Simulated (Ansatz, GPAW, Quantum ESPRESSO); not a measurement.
# SrLi2SnS4: valence-band photoemission, part 8 of 8

Wanted: projected DOS of SrLi2SnS4, weighted into photoemission and X-ray emission spectra, at several levels of theory.

Ansatz 0.2.0, Quantum ESPRESSO 7.5 and GPAW 26.7.0; DFT, PBE, plane-wave PAW, default files, scalar-relativistic (the session's first sound run).

So far. Step 5 (Quantum ESPRESSO: self-consistent run): At this level the gap is 2.67 eV on the k-mesh of the self-consistent run, which can miss the band edges. Step 8 (Quantum ESPRESSO: bands): The path shows a direct gap of 2.67 eV (valence top at M, conduction bottom at M).

**10. Other settings**

This step: DFT, PBE, plane-wave PAW, default files, scalar-relativistic; changed: scf.initial_density.chi_scale = 0.0, accuracy = "high", scf.n_extra_bands = 32 (Ansatz 0.2.0).

Some settings are changed to see whether the read-outs move.

Contents of input.yaml:

```yaml
crystal:
  lattice:
    - [-3.3295, 3.3295, 3.959]
    - [3.3295, -3.3295, 3.959]
    - [3.3295, 3.3295, -3.959]
  atoms:
    - { symbol: Sn, position: [0.0, 0.0, 0.0] }
    - { symbol: Sr, position: [0.5, 0.5, 0.0] }
    - { symbol: S, position: [0.37794, 0.96474, 0.0] }
    - { symbol: S, position: [0.62206, 0.62206, 0.5868] }
    - { symbol: S, position: [0.96474, 0.37794, 0.0] }
    - { symbol: S, position: [0.03526, 0.03526, 0.4132] }
    - { symbol: Li, position: [0.75, 0.25, 0.5] }
    - { symbol: Li, position: [0.25, 0.75, 0.5] }
kpoints:
  mp_grid: { grid: [6, 6, 6] }
scf:
  occupations: { method: fermi_dirac, width: 0.02 }
  n_extra_bands: 32
  initial_density: { chi_scale: 0.0 }
hamiltonian:
  xc: pbe
  pseudopotentials: { kind: paw }
output:
  forces: true
  stress: true
  dos:
    projected: true
    de: 0.05
    e_range: [-30, 12]
    nscf_kmesh: { grid: [10, 10, 10] }
accuracy: high
```

Command:

```sh
> ansatz run input.yaml --threads 4 --pin off --max-ram 12288MiB --backend cpu --events-out ev --progress --plain --runs-dir out
```

Numbers of over 12 decimals in the logs are rounded to 6 here.

The log of the run:

```text
[...]
Crystal: 8 atoms, lattice volume = 175.551 Å³
Basis set: ecut = 420 eV, 3445 PW (Γ), exchange–correlation on 96×96×96 points (8 copies of the dense FFT grid, shifted against one another)
Bands: 59, of which v1, the nominal top of the filled ones, is band 27 counted from 1 (26 counted from 0)
Symmetry: 8 space group operations
[...]
k-points: 30 of 216 (time reversal used)
[...]
SCF iter   1: F=—  HF=-13597.564701 eV  |F-HF|=—  |Δ(HF+E_count)|=         —  Δρ=4.06e-2  dr2=5.64e0  ethr=3.10e-3  ⟨swp⟩=7.0  Hψ=9712  notcnv=0  defer=278
[...]
SCF iter  10: F=-13595.931085 eV  HF=-13595.931085 eV  |F-HF|=1.64e-11  |Δ(HF+E_count)|=  5.11e-10  Δρ=9.16e-8  dr2=2.24e-11  ethr=1.00e-12  ⟨swp⟩=5.0  Hψ=4703  notcnv=0
SCF 1 converged in 10 iterations: F = -13595.931085 eV  dr2 = 2.24e-11
[...]
SCF converged after 10 iterations
Free energy (F): -13595.931085 eV
[...]
Internal energy: -13595.931085 eV  (E = F + TS)
E sigma→0 (E₀):  -13595.931085 eV
Fermi energy:    6.384284 eV
[...]
--- Forces (eV/Å), atoms counted from 1 ---
  atom   1  Sn     0.00000000     0.00000000     0.00000000
  atom   2  Sr    -0.00000000     0.00000000    -0.00000000
  atom   3  S     -0.28028127     0.28028127     0.28944821
  atom   4  S     -0.28028127    -0.28028127    -0.28944821
  atom   5  S      0.28028127    -0.28028127     0.28944821
  atom   6  S      0.28028127     0.28028127    -0.28944821
  atom   7  Li     0.00000000     0.00000000     0.00000000
  atom   8  Li     0.00000000    -0.00000000     0.00000000
  max |Σ_I F_I| component: 1.64e-16 eV/Å
--- Stress (GPa, compression-positive) ---
        2.257841       0.000000       0.000000
        0.000000       2.257841      -0.000000
        0.000000      -0.000000       2.521228
  P = ⅓ Tr σ = 2.3456 GPa (23.456 kbar)
--- Band table (eV; the first three rows and the last of 30) ---
  k-point 0: bands = [... 23 lower, 4.0762, 4.5913, 4.6735, 4.6735, 7.7472, 8.9842, 9.7273, 10.1199, ... 28 higher]
  k-point 1: bands = [... 23 lower, 4.2522, 4.3495, 4.5216, 4.5455, 7.9932, 8.9410, 9.3546, 10.0381, ... 28 higher]
  k-point 2: bands = [... 23 lower, 4.0453, 4.1591, 4.3099, 4.5461, 8.0940, 9.0921, 9.4290, 9.7117, ... 28 higher]
  k-point 29: bands = [... 23 lower, 3.3064, 4.5728, 4.5728, 5.0506, 7.7231, 9.2158, 9.2158, 9.5539, ... 28 higher]
```

It took 37 s on 4 threads of Arm Neoverse V2, shared host; peak memory 0.9 GiB.

This step gave:

| Quantity | Value |
| --- | --- |
| free energy | -13595.9311 eV |
| Fermi energy | 6.384 eV |
| pressure | 2.346 GPa |
| gap on the k-mesh | 2.673 eV |
| share of occupied states in no projected shell | 0.01 of the occupied states in the window |

The DOS has structure finer than the step of the table below, so its rows give means over 2.5 eV, whole bins alone (the curve runs from -22.4 to 13.3 eV). Peaks (eV: height): total -20.94: 60, -16.14: 50.7, -11.14: 21.5, -0.54: 13.8; S 3p -1.64: 9.97, -1.34: 7.44, -1.14: 8.03, -0.54: 13.2; S 3s -12.24: 5.55, -11.14: 18.2; Sn 5p -11.14: 2.26, -3.64: 1.50, 4.86: 1.48, 5.16: 1.45; Sn 5s -12.24: 1.77, -6.04: 3.53, 2.96: 3.30.

* holds the states left over by the projection beside any projected weight of its own, shared among the starred shells. The DOS by E, zero at the valence-band maximum; means over each step; 7 of 12 lines; values in states/eV/cell:

| E (eV) | total | S 3p | S 3s | Sn 5p | Sn 5s | Li 2s | Sr 5s |
| --- | --- | --- | --- | --- | --- | --- | --- |
| -20.0 | 4.00 | 0.0159 | 0.0140 | 4.1e-4 | 0 | 4.0e-4 | 1.6e-4 |
| -17.5 | 0 | 0 | 0 | 0 | 0 | 0 | 0 |
| -15.0 | 2.40 | 0.0209 | 0.0158 | 0.00528 | 9.6e-4 | 0.00922 | 1.5e-4 |
| -12.5 | 1.45 | 0.0334 | 1.02 | 0.0824 | 0.164 | 0.0876 | 0.0407 |
| -10.0 | 1.75 | 0.00562 | 1.48 | 0.179 | 0.00449 | 0.0376 | 0.0101 |
| -7.5 | 0.00163 | 6.8e-4 | 4.2e-4 | 2.3e-6 | 5.0e-4 | 0 | 1.7e-5 |
| -5.0 | 0.877 | 0.392 | 0.160 | 0.0236 | 0.279 | 0.00815 | 0.00475 |
| -2.5 | 5.51 | 4.54 | 0.110 | 0.479 | 0.0155 | 0.151 | 0.0932 |
| 0.0 | 3.21 | 3.04 | 0.0214 | 0.0285 | 0.00523 | 0.0165 | 0.00763 |
| 2.5 | 0.800 | 0.367 | 0.0378 | 0.0279 | 0.242 | 0.0121 | 0.00634 |
| 5.0 | 5.35 | 0.521 | 0.211 | 0.960 | 0.0429 | 0.414 | 0.252 |
| 7.5 | 5.79 | 0.330 | 0.0659 | 0.312 | 0.0184 | 0.383 | 0.263 |
| 10.0 | 6.16 | 0.143 | 0.0245 | 0.0975 | 0.0115 | 0.301 | 0.0809 |

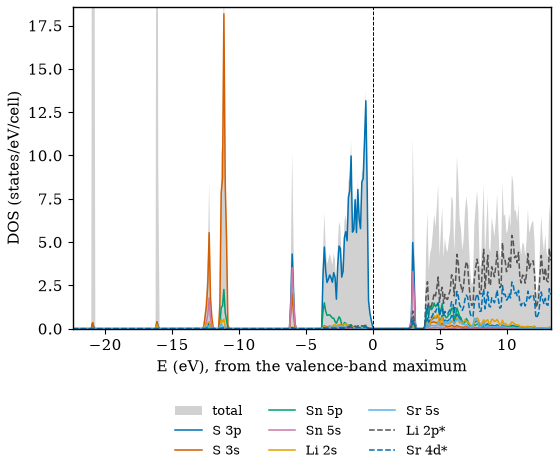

DOS against E. The peaks of deep states run off the scale.

Simulated valence spectra by photon energy, shown to 13 eV, since a deeper line would dwarf them at some energies; the 100 % can be that line's tail at the edge; this run's widths, added to any smearing of the DOS itself: Gaussian 0.2 eV, Lorentzian 0.05 eV plus 0.08 an eV of depth. Intensity against binding energy, zero at the valence-band maximum; values in % of the maximum within 13 eV:

```
binding energy (eV)  21.2 eV  60 eV  1486.7 eV  8047.8 eV
                 -1    0.918   2.12       1.55      0.775
                  0     5.92   7.14       4.82       1.64
                  1     70.2   71.1       46.3       12.7
                  2     57.0   58.3       40.4       14.8
                  3     32.5   33.1       28.3       16.4
                  4     8.76   10.3       9.46       6.30
                  5     1.85   4.77       5.24       5.23
                  6     9.43   19.1       31.4       45.3
                  7     1.06   5.15       6.12       6.29
                  8    0.385   4.99       5.62       4.75
                  9    0.223   6.60       8.39       7.23
                 10    0.151   12.4       19.6       18.4
                 11        -   47.8       91.8       91.5
                 12        -   28.1       51.7       54.4
```

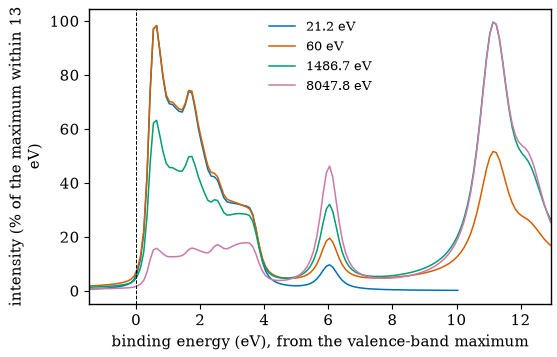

Intensity against binding energy.

Spectra as before, but with a recipe of its own (widths, and in some runs the light), which changes peak heights and what is resolved: Gaussian 0.2 eV, Lorentzian 0.05 eV plus 0.08 times the binding energy, unpolarised light, analyser at 90°, Fermi edge at 20 K; some photon energies differ too.

The two runs compared:

| quantity | this run | base run | difference |
| --- | --- | --- | --- |
| gap on the k-mesh (eV) | 2.6725 | 2.6725 | -5.1e-6 |

The gap on the k-mesh moves by 0.00 eV at most against the base run, and the converged energy is the same to the last digits.

**11. Other settings: scf.n_extra_bands = 4**

This step: DFT, PBE, plane-wave PAW, default files, scalar-relativistic; changed: scf.n_extra_bands = 4 (Ansatz 0.2.0).

Some settings are changed to see whether the read-outs move.

Changes to input.yaml since step 10:

```diff
@@ -18,4 +18,3 @@
   occupations: { method: fermi_dirac, width: 0.02 }
-  n_extra_bands: 32
-  initial_density: { chi_scale: 0.0 }
+  n_extra_bands: 4
 hamiltonian:
@@ -31,2 +30 @@
     nscf_kmesh: { grid: [10, 10, 10] }
-accuracy: high
```

The log of the run:

```text
[...]
Crystal: 8 atoms, lattice volume = 175.551 Å³
Basis set: ecut = 420 eV, 3445 PW (Γ), exchange–correlation on 90×90×90 points (8 copies of the dense FFT grid, shifted against one another)
Bands: 31, of which v1, the nominal top of the filled ones, is band 27 counted from 1 (26 counted from 0)
Symmetry: 8 space group operations
[...]
k-points: 30 of 216 (time reversal used)
[...]
SCF iter   1: F=—  HF=-13595.929961 eV  |F-HF|=—  |Δ(HF+E_count)|=         —  Δρ=8.77e-4  dr2=1.22e-3  ethr=1.77e-3  ⟨swp⟩=9.4  Hψ=5135  notcnv=0
[...]
SCF iter   7: F=-13595.931085 eV  HF=-13595.931085 eV  |F-HF|=7.00e-9  |Δ(HF+E_count)|=   2.84e-8  Δρ=2.03e-6  dr2=1.08e-8  ethr=1.85e-10  ⟨swp⟩=7.0  Hψ=4430  notcnv=0
SCF 1 converged in 7 iterations: F = -13595.931085 eV  dr2 = 1.08e-8
[...]
SCF converged after 7 iterations
Free energy (F): -13595.931085 eV
[...]
Internal energy: -13595.931085 eV  (E = F + TS)
E sigma→0 (E₀):  -13595.931085 eV
Fermi energy:    6.384291 eV
[...]
--- Forces (eV/Å), atoms counted from 1 ---
  atom   1  Sn     0.00000000    -0.00000000     0.00000000
  atom   2  Sr    -0.00000000     0.00000000     0.00000000
  atom   3  S     -0.28027462     0.28027462     0.28943899
  atom   4  S     -0.28027462    -0.28027462    -0.28943899
  atom   5  S      0.28027462    -0.28027462     0.28943899
  atom   6  S      0.28027462     0.28027462    -0.28943899
  atom   7  Li     0.00000000     0.00000000     0.00000000
  atom   8  Li     0.00000000    -0.00000000     0.00000000
  max |Σ_I F_I| component: 5.52e-17 eV/Å
--- Stress (GPa, compression-positive) ---
        2.257865      -0.000000       0.000000
        0.000000       2.257865      -0.000000
       -0.000000      -0.000000       2.521238
  P = ⅓ Tr σ = 2.3457 GPa (23.457 kbar)
--- Band table (eV; the first three rows and the last of 30) ---
  k-point 0: bands = [... 23 lower, 4.0762, 4.5914, 4.6736, 4.6736, 7.7472, 8.9843, 9.7273, 10.1199]
  k-point 1: bands = [... 23 lower, 4.2522, 4.3495, 4.5216, 4.5455, 7.9932, 8.9410, 9.3547, 10.0382]
  k-point 2: bands = [... 23 lower, 4.0453, 4.1591, 4.3100, 4.5461, 8.0940, 9.0921, 9.4290, 9.7117]
  k-point 29: bands = [... 23 lower, 3.3064, 4.5728, 4.5728, 5.0506, 7.7231, 9.2158, 9.2158, 9.5539]
```

Run time: 16 s. Hardware: 4 threads; peak memory 0.67 GiB.

The two runs compared:

```
              quantity  this run  base run  difference
gap on the k-mesh (eV)    2.6725    2.6725     -8.5e-6
```

The gap on the k-mesh moves by 0.00 eV at most against the base run, and the converged energy is the same to the last digits.

**12. The programs side by side**

Each program ran the same cell and functional with its own potentials and basis. Levels are from each run's zero of energy.

| quantity | Ansatz | QE | GPAW |
| --- | --- | --- | --- |
| gap on the path (eV) | 2.67 | 2.67 | 2.68 |

**13. Summary of results**

```
least gap on the mesh and the path                           : 2.67 eV
strongest listed peak within 13 eV of the zero, at 1486.7 eV : 11.2 eV binding, mostly S 3s
strongest listed peak within 13 eV of the zero, at 21.2 eV   : 0.7 eV binding, mostly S 3p
PBE (42 s on 4 threads)                                      : gap 2.67 eV, highest Al Kα peak within 13 eV at 11.2 eV (S 3s)
spin–orbit (6.1 min on 4 threads)                            : gap 2.68 eV, highest Al Kα peak within 13 eV at 11.2 eV (S 3s)
LDA (45 s on 4 threads)                                      : gap 2.45 eV, highest Al Kα peak within 13 eV at 11.1 eV (S 3s)
qe                                                           : gap 2.67 eV, highest Al Kα peak within 13 eV at 11.1 eV (S 3s)
other settings (37 s on 4 threads)                           : gap 2.67 eV, highest Al Kα peak within 13 eV at 11.2 eV (S 3s)
other settings #2 (16 s on 4 threads)                        : gap 2.67 eV, highest Al Kα peak within 13 eV at 11.2 eV (S 3s)
```

What this shows: SrLi2SnS4 is an insulator or semiconductor at the base level (gap 2.67 eV), and its valence spectrum changes with photon energy as the shells' cross sections do. At 21.2 eV the valence spectrum has its highest listed peaks within 9.65 eV at 0.7 eV (S 3p) and 1.6 eV (S 3p). At 1486.7 eV the valence spectrum has its highest listed peaks within 13 eV at 0.7 eV (S 3p), 1.7 eV (S 3p), 11.2 eV (S 3s) and 12.3 eV (S 3s), and the deeper Sn 4d line at 20.9 eV is higher still (without the spin–orbit splitting that a measurement shows). The shell named is the one with most of the intensity, cross sections included, not always the one with most states there. In the main run, from 1486.7 eV towards hard X-rays the S 3s share grows by 10 points, as its cross section falls more slowly with photon energy than those of the shells it gains on. With spin-orbit coupling on, the gap on the path stays within 0.02 eV. With LDA, the gap on the path moves from 2.67 to 2.46 eV. The plane-wave programs agree on the gap on the path to 0.01 eV. At 21.2 eV the area is led by S 3p (93 %), at 9251.7 eV by Sn 4d (35 %), a shell that the model's window at 21.2 eV leaves out. These are Kohn–Sham levels; self-energy shifts and satellites are missing. Semilocal functionals underbind filled localised shells, so the Sn 4d peak should lie deeper in a measurement, and spin–orbit coupling splits d and f lines of heavy atoms. Each run has its own recipe for the spectra (widths, photon energies, in some runs the light), so peak heights and places can differ between runs for that reason too. Semilocal Kohn–Sham gaps are too small as a rule.

[Logs are printed without paths, hosts, clocks, repeated set-up lines and the standing remarks that a program may print on its own settings, such as how far it seeks lower states.]

[Hosts, paths, dates, database ids (printed as entryN), source tags and the programs' standing remarks are cut or masked in the printed files.]

[Maps of the electrostatic potential energy from Ansatz leave out the sawtooth potential of an applied field or a dipole correction, so their vacuum need not be flat; work functions include it.]

[Peak lists hold at most the 14 tallest peaks of each spectrum; further lines can be left out.]
